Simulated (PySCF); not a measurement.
**C₂F₂O: runs on many settings**

Aim: see how C₂F₂O (`O=C=C(F)F`) answers to the choice of functional, basis, grid and SCF options.

Programs: PySCF 2.14.0, with density-fitted response routines of our own. Each step states its level of theory. These are calculated values for one molecule in the gas phase, unless marked as measured. Atoms are numbered from 0 throughout.

1 further run of the same task is left out (for a known fault of the program).

### 1 Starting geometry

5 atoms, charge 0, multiplicity 1; geometry from: GFN2-xTB.

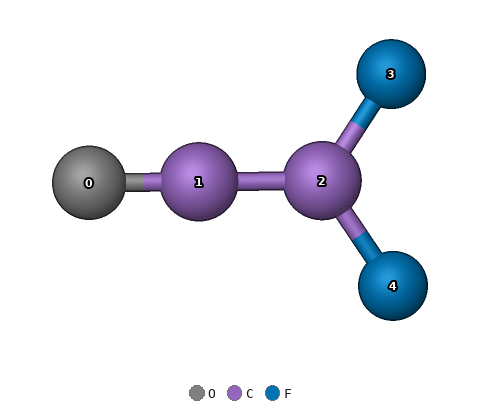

As it starts; oxygen grey, carbon purple, fluorine blue, atoms numbered.

### 2 Shielding tensors: PBE0/pcSseg-1

Job settings and geometry (Å):

```
{"job": {"kind": "nmr", "xc": "PBE0", "basis": "pcSseg-1"}, "charge": 0, "multiplicity": 1}
O      1.958043     0.011386    -0.465836
C      0.825705     0.004747    -0.206092
C     -0.443003    -0.001913     0.110522
F     -1.167566     1.108853     0.291494
F     -1.164557    -1.120220     0.252727
```

Level: GIAO PBE0/pcSseg-1 NMR shielding, non-relativistic, gas phase.

Command:

```
> OMP_NUM_THREADS=1 python probes_run.py task.json out
```

One launch serves the whole session: the jobs run in the order shown.

What it wrote:

```text
coarse grid: 5432 points
cycle   1  E = -350.4582873047  dE =  1.000e+00  |g| = 8.526e-01  |ddm| = 2.270e+00
cycle   2  E = -349.8850197374  dE =  5.733e-01  |g| = 1.945e+00  |ddm| = 1.593e+00
cycle   3  E = -350.5786809595  dE = -6.937e-01  |g| = 2.480e-01  |ddm| = 1.222e+00
cycle   4  E = -350.5882376603  dE = -9.557e-03  |g| = 9.316e-02  |ddm| = 2.088e-01
cycle   5  E = -350.5896111886  dE = -1.374e-03  |g| = 1.160e-02  |ddm| = 5.312e-02
cycle   6  E = -350.5896295267  dE = -1.834e-05  |g| = 5.305e-03  |ddm| = 7.412e-03
cycle   7  E = -350.5896365387  dE = -7.012e-06  |g| = 1.090e-03  |ddm| = 4.503e-03
final grid: 56832 points
cycle   8  E = -350.6433786626  dE = -3.052e-06  |g| = 1.235e-02  |ddm| = 1.369e-02
cycle   9  E = -350.6432705637  dE =  1.081e-04  |g| = 2.718e-02  |ddm| = 2.075e-02
cycle  10  E = -350.6434054214  dE = -1.349e-04  |g| = 1.404e-03  |ddm| = 1.514e-02
cycle  11  E = -350.6434057990  dE = -3.777e-07  |g| = 1.230e-04  |ddm| = 1.038e-03
cycle  12  E = -350.6434058016  dE = -2.550e-09  |g| = 2.363e-05  |ddm| = 8.717e-05
cycle  13  E = -350.6434058017  dE = -9.004e-11  |g| = 9.275e-06  |ddm| = 1.752e-05
converged SCF energy = -350.6434058017

GIAO shielding tensors (ppm)
atom      isotropic    diamagn.    paramagn.     s11        s22        s33       span
  0 O     -491.331     399.045    -890.376  -1425.600   -305.569    257.178   1682.778
  1 C     -126.629     260.139    -386.768   -325.973    -66.529     12.617    338.591
  2 C      -25.784     246.990    -272.774   -224.782     73.581     73.848    298.630
  3 F      383.673     471.177     -87.505    104.203    243.756    803.059    698.856
  4 F      383.476     471.179     -87.703    103.948    243.927    802.554    698.606
```

It took 3.2 s on 1 thread of Arm Neoverse V2, shared host.

Shifts follow as δ = σ(reference) − σ, with reference shieldings (ppm) from runs at the same level and on the same kind of geometry: 13C TMS 186.9, 19F CFCl3 170.9, 17O H2O 336.1. The references are single molecules in the gas phase, so shifts against H2O, NH3, PH3, H3PO4 or CFCl3 are not on the usual liquid scales and can be off by tens of ppm. Atoms listed in one row are averaged.

| atoms | environment | σ (ppm) | δ (ppm) | δ scaled to CDCl3 |
| --- | --- | --- | --- | --- |
| C1 | central carbon of a ketene | -126.6 | 313.6 | 304.1 |
| C2 | terminal carbon of a ketene | -25.8 | 212.7 | 205.7 |
| O0 | carbonyl oxygen | -491.3 | 827.4 | – |
| F3, F4 | vinylic fluorine | 383.6 | -212.6 | – |

The scaled column applies a straight-line fit of computed shieldings to shifts measured in CDCl3, and one for carbons that bear F (root-mean-square error 0.16 ppm for H, 1.9 ppm for C).

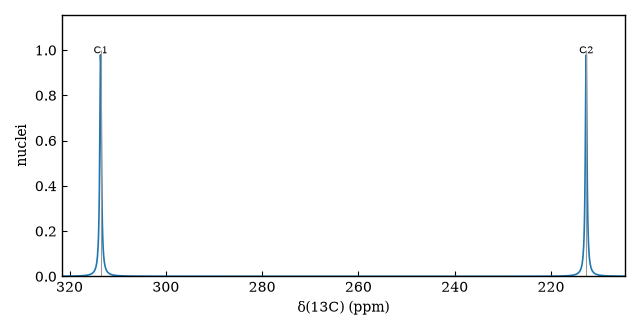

13C lines at the computed shifts, without couplings. Lines are broadened to a width of 0.40 ppm (Lorentzian).

Charges from the same density, by scheme (e):

| atoms | Mulliken | IAO | Hirshfeld | ESP fit |
| --- | --- | --- | --- | --- |
| O0 | -0.23 | -0.24 | -0.12 | -0.27 |
| C1 | 0.26 | 0.35 | 0.17 | 0.45 |
| C2 | 0.46 | 0.37 | 0.10 | -0.05 |
| F3, F4 | -0.25 | -0.24 | -0.08 | -0.07 |

Hirshfeld charges:

| atom | value (e) |
| --- | --- |
| O0 | -0.12 |
| C1 | 0.17 |
| C2 | 0.10 |
| F3 | -0.08 |
| F4 | -0.08 |

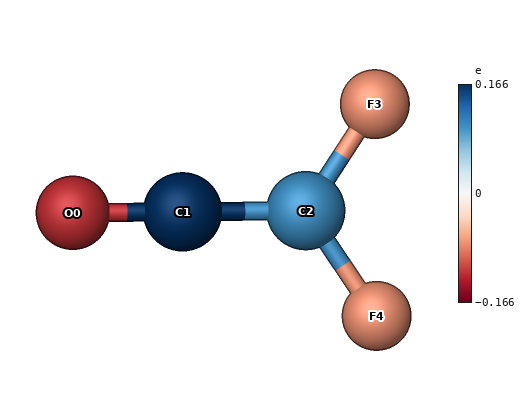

Hirshfeld charges, as colours on the atoms.

Mayer bond orders: O0–C1 2.12, C1–C2 1.68, C2–F3 0.98, C2–F4 0.98.

### 3 Ultraviolet spectrum: PBE0/def2-SVPD

Job settings and geometry (Å):

```
{"job": {"kind": "uv", "xc": "PBE0", "basis": "def2-SVPD", "nstates": 6, "ntriplets": 2}, "charge": 0, "multiplicity": 1}
O      1.958043     0.011386    -0.465836
C      0.825705     0.004747    -0.206092
C     -0.443003    -0.001913     0.110522
F     -1.167566     1.108853     0.291494
F     -1.164557    -1.120220     0.252727
```

Method: TDDFT PBE0/def2-SVPD, vertical, gas phase, core orbitals frozen in the response.

What it wrote:

```text
coarse grid: 5432 points
cycle   1  E = -350.2525530511  dE =  9.696e-01  |g| = 8.000e-01  |ddm| = 2.881e+00
cycle   2  E = -349.7179674852  dE =  5.346e-01  |g| = 1.846e+00  |ddm| = 1.938e+00
cycle   3  E = -350.3660905627  dE = -6.481e-01  |g| = 2.190e-01  |ddm| = 1.420e+00
cycle   4  E = -350.3738126175  dE = -7.722e-03  |g| = 8.893e-02  |ddm| = 2.553e-01
cycle   5  E = -350.3751822910  dE = -1.370e-03  |g| = 1.121e-02  |ddm| = 7.496e-02
cycle   6  E = -350.3751979206  dE = -1.563e-05  |g| = 5.299e-03  |ddm| = 1.404e-02
cycle   7  E = -350.3752050853  dE = -7.165e-06  |g| = 1.107e-03  |ddm| = 7.056e-03
final grid: 56832 points
cycle   8  E = -350.4294642330  dE =  2.167e-06  |g| = 1.174e-02  |ddm| = 4.207e-02
cycle   9  E = -350.4293651541  dE =  9.908e-05  |g| = 2.561e-02  |ddm| = 2.575e-02
cycle  10  E = -350.4294895054  dE = -1.244e-04  |g| = 1.531e-03  |ddm| = 1.854e-02
cycle  11  E = -350.4294899698  dE = -4.644e-07  |g| = 7.643e-05  |ddm| = 1.454e-03
cycle  12  E = -350.4294899709  dE = -1.140e-09  |g| = 1.973e-05  |ddm| = 1.245e-04
cycle  13  E = -350.4294899709  dE = -3.695e-11  |g| = 1.370e-05  |ddm| = 3.987e-05
converged SCF energy = -350.4294899709

Static polarisability (au): isotropic 28.834, principal 20.208 23.509 42.785

Singlet excitations
state   eV       nm        f      main configurations
  1   2.1219    584.3   0.00000   H->L 1.00
  2   6.2202    199.3   0.01225   H->L+1 0.98
  3   7.1856    172.5   0.00291   H->L+2 0.98
  4   7.9373    156.2   0.00000   H-3->L 0.97
  5   8.0250    154.5   0.03206   H-1->L 0.56, H->L+3 0.42
  6   8.4425    146.9   0.00000   H->L+4 0.99

Triplet excitations (Tamm-Dancoff, eV): 1.5665 5.2463
```

Run time: 3.5 s. Hardware: 1 thread of Arm Neoverse V2, shared host.

The orbitals next to the gap, with their largest atomic shares:

| orbital | eV | atoms |
| --- | --- | --- |
| HOMO−3 | -13.42 | O0 56 %, C1 26 %, F3 8 % |
| HOMO−2 | -13.30 | F4 47 %, F3 47 %, C2 6 % |
| HOMO−1 | -12.76 | F4 40 %, F3 40 %, O0 13 % |
| HOMO | -7.26 | C2 32 %, O0 23 %, C1 22 % |
| LUMO | -2.91 | C1 41 %, O0 33 %, C2 12 % |
| LUMO+1 | 0.41 | C1 39 %, C2 34 %, O0 12 % |
| LUMO+2 | 1.24 | O0 26 %, C2 19 %, F4 19 % |

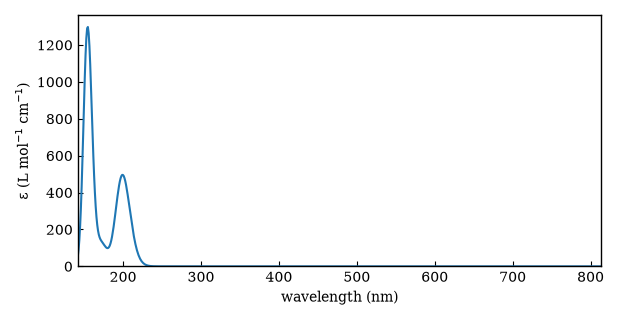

Absorption spectrum: each of the 6 states is a Gaussian band of 0.4 eV half-width at 1/e. Beyond the last state computed it falls off for lack of states.

Further results of this job:

| property | computed |
| --- | --- |
| dipole moment (D) | 0.16 |
| polarisability (Å³) | 4.27 |
| HOMO–LUMO gap (eV) | 4.35 |
| −ε(HOMO) (eV) | 7.26 |

### 4 Shielding tensors: B97-D/cc-pVTZ

Job settings and geometry (Å):

```
{"job": {"kind": "nmr", "xc": "B97-D", "basis": "cc-pVTZ", "pop": true}, "charge": 0, "multiplicity": 1}
O      1.958043     0.011386    -0.465836
C      0.825705     0.004747    -0.206092
C     -0.443003    -0.001913     0.110522
F     -1.167566     1.108853     0.291494
F     -1.164557    -1.120220     0.252727
```

With the program's defaults for keys left out, this is: GIAO B97-D/cc-pVTZ NMR shielding, non-relativistic, gas phase.

What it wrote:

```text
coarse grid: 5432 points
cycle   1  E = -350.8140320861  dE =  9.694e-01  |g| = 9.986e-01  |ddm| = 4.954e+00
cycle   2  E = -349.3740612718  dE =  1.440e+00  |g| = 2.852e+00  |ddm| = 3.933e+00
cycle   3  E = -350.9232126538  dE = -1.549e+00  |g| = 5.264e-01  |ddm| = 3.305e+00
cycle   4  E = -350.9704971369  dE = -4.728e-02  |g| = 2.008e-01  |ddm| = 8.597e-01
cycle   5  E = -350.9773002613  dE = -6.803e-03  |g| = 5.311e-02  |ddm| = 3.023e-01
cycle   6  E = -350.9777978046  dE = -4.975e-04  |g| = 2.418e-02  |ddm| = 1.023e-01
cycle   7  E = -350.9779475102  dE = -1.497e-04  |g| = 6.040e-03  |ddm| = 3.970e-02
cycle   8  E = -350.9779545219  dE = -7.012e-06  |g| = 5.867e-04  |ddm| = 7.328e-03
final grid: 56832 points
cycle   9  E = -350.9707482358  dE = -2.943e-05  |g| = 2.223e-02  |ddm| = 7.445e-02
cycle  10  E = -350.9705290597  dE =  2.192e-04  |g| = 4.366e-02  |ddm| = 6.651e-02
cycle  11  E = -350.9708130158  dE = -2.840e-04  |g| = 4.409e-03  |ddm| = 4.574e-02
cycle  12  E = -350.9708162241  dE = -3.208e-06  |g| = 1.262e-03  |ddm| = 5.371e-03
cycle  13  E = -350.9708164906  dE = -2.665e-07  |g| = 5.891e-04  |ddm| = 2.290e-03
cycle  14  E = -350.9708165787  dE = -8.810e-08  |g| = 4.288e-05  |ddm| = 9.131e-04
cycle  15  E = -350.9708165790  dE = -3.467e-10  |g| = 1.014e-05  |ddm| = 6.434e-05
converged SCF energy = -350.9708165790

GIAO shielding tensors (ppm)
atom      isotropic    diamagn.    paramagn.     s11        s22        s33       span
  0 O     -401.539     398.148    -799.687  -1203.342   -251.741    250.466   1453.808
  1 C     -118.878     259.730    -378.608   -331.676    -48.237     23.279    354.955
  2 C      -19.138     250.136    -269.274   -204.470     70.510     76.546    281.016
  3 F      356.442     469.385    -112.944     84.242    235.351    749.732    665.490
  4 F      356.234     469.393    -113.159     83.910    235.521    749.270    665.360
```

It took 8.4 s on 1 thread of Arm Neoverse V2, shared host.

In short: δ C1 304.0, C2 204.3, O0 734.5, F3 -201.6 ppm (means over like atoms).

### 5 Indirect couplings: OPBE/pcSseg-0

Job settings and geometry (Å):

```
{"job": {"kind": "j", "xc": "OPBE", "basis": "pcSseg-0", "scf": {"aux": "sto-3g", "max_cycle": 86}}, "charge": 0, "multiplicity": 1}
O      1.958043     0.011386    -0.465836
C      0.825705     0.004747    -0.206092
C     -0.443003    -0.001913     0.110522
F     -1.167566     1.108853     0.291494
F     -1.164557    -1.120220     0.252727
```

Method: OPBE/pcSseg-0 indirect spin-spin coupling, non-relativistic, gas phase.

What it wrote:

```text
final grid: 56832 points
cycle   1  E = -353.9123231497  dE =  8.931e-01  |g| = 6.431e-01  |ddm| = 2.779e+00
cycle   2  E = -353.3852922199  dE =  5.270e-01  |g| = 1.702e+00  |ddm| = 2.096e+00
cycle   3  E = -353.9883855873  dE = -6.031e-01  |g| = 3.160e-01  |ddm| = 1.480e+00
cycle   4  E = -354.0119376570  dE = -2.355e-02  |g| = 4.717e-02  |ddm| = 4.033e-01
cycle   5  E = -354.0124053451  dE = -4.677e-04  |g| = 1.999e-02  |ddm| = 7.050e-02
cycle   6  E = -354.0125074918  dE = -1.021e-04  |g| = 4.053e-03  |ddm| = 2.657e-02
cycle   7  E = -354.0125129700  dE = -5.478e-06  |g| = 3.341e-04  |ddm| = 6.159e-03
cycle   8  E = -354.0125129945  dE = -2.450e-08  |g| = 8.764e-05  |ddm| = 4.079e-04
cycle   9  E = -354.0125129968  dE = -2.313e-09  |g| = 9.302e-06  |ddm| = 1.062e-04
cycle  10  E = -354.0125129968  dE = -1.501e-11  |g| = 5.126e-06  |ddm| = 1.257e-05
converged SCF energy = -354.0125129968

Indirect spin-spin couplings (Hz)
  i      j    bonds     total        FC       PSO       DSO        SD
  0 O    1 C    1     56.763    41.448    16.062    -0.109    -0.638
  0 O    2 C    2     13.497     5.851     8.010     0.067    -0.432
  0 O    3 F    3    -15.287    -2.863    -6.907     0.191    -5.709
  0 O    4 F    3    -15.181    -2.858    -6.831     0.191    -5.684
  1 C    2 C    1    184.327   188.360    -5.552     0.407     1.111
  1 C    3 F    2     30.060    28.353    -4.563    -0.047     6.318
  1 C    4 F    2     30.117    28.420    -4.572    -0.047     6.315
  2 C    3 F    1   -395.931  -392.886    -6.027     1.317     1.665
  2 C    4 F    1   -395.756  -392.755    -5.996     1.317     1.678
  3 F    4 F    2    282.133   -14.978   178.892    -0.508   118.728
```

Wall time 1.5 s (1 thread of Arm Neoverse V2, shared host).

A normal end doesn't make this result sound: the fitting basis sto-3g is not made for Coulomb and exchange fitting here. Its HOMO lies at -6.46 eV, against -7.12 eV in step 2 (PBE0/pcSseg-1), a different level, so the two don't compare directly.

### 6 Side by side: NMR shifts

Shifts (ppm), means over like atoms, with basis size and wall time:

| run | C1 | C2 | O0 | F3 | functions | time |
| --- | --- | --- | --- | --- | --- | --- |
| PBE0/pcSseg-1 | 313.6 | 212.7 | 827.4 | -212.6 | 85 | 3.2 s |
| B97-D/cc-pVTZ | 304.0 | 204.3 | 734.5 | -201.6 | 150 | 8.4 s |

### 7 Summary of results

```
                                                                 quantity                                            value
                                   13C shifts against TMS (PBE0/pcSseg-1)                                 313.6, 212.7 ppm
                                   17O shifts against H2O (PBE0/pcSseg-1)                                        827.4 ppm
19F shifts against CFCl3 (PBE0/pcSseg-1, means over atoms taken as alike)                                       -212.6 ppm
                                          lowest singlet (PBE0/def2-SVPD)                      2.12 eV (584 nm), f = 0.000
                                 brightest single state of those computed                      state 5, 8.03 eV, f = 0.032
                                                           lowest triplet                                          1.57 eV
                                                 range of the shift of O0                               734.5 to 827.4 ppm
                                            property runs in this session  4, of which 0 failed and 1 gave unsound results
```

**Reading.** Single values in the summary come from the first run of each kind that ended normally (PBE0/pcSseg-1; PBE0/def2-SVPD), which need not be the best level. At PBE0/pcSseg-1: The widest tensor belongs to O0: span 1683 ppm, with a paramagnetic part of -890 ppm. The lowest singlet, at 2.12 eV, is HOMO→LUMO 1.00 and is dark; of the 6 states computed, the strongest absorption comes from state 5 at 8.03 eV. The lowest triplet lies 0.56 eV below the lowest singlet (triplets in Tamm-Dancoff, singlets in full TDDFT). States above −ε(HOMO) lie where TDDFT describes them poorly and they hang on the basis; the brightest is among them. In ppm, O0 moves most: its shift spreads over 92.9 ppm, from 734.5 (B97-D/cc-pVTZ) to 827.4 (PBE0/pcSseg-1).
